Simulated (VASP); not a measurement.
Band structure of MgS (rock salt). Calculation: SCAN meta-GGA, VASP's PBE PAW potentials (set 64) (plane waves; VASP 6.6.1).

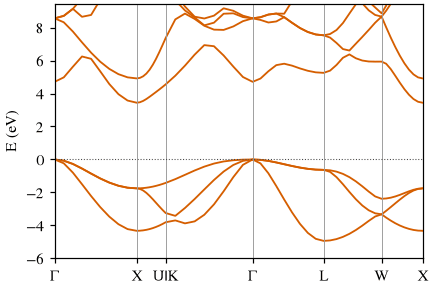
Figure. Bands along high-symmetry lines, zero at the valence-band maximum or, without a gap, the Fermi level

Problem. Read the plot: is there a gap, and where are the band edges?

Solution. The gap is indirect, 3.44 eV, from the valence maximum at Γ to the conduction minimum at X.

The compound is MgS in the rock salt structure. It was relaxed first.
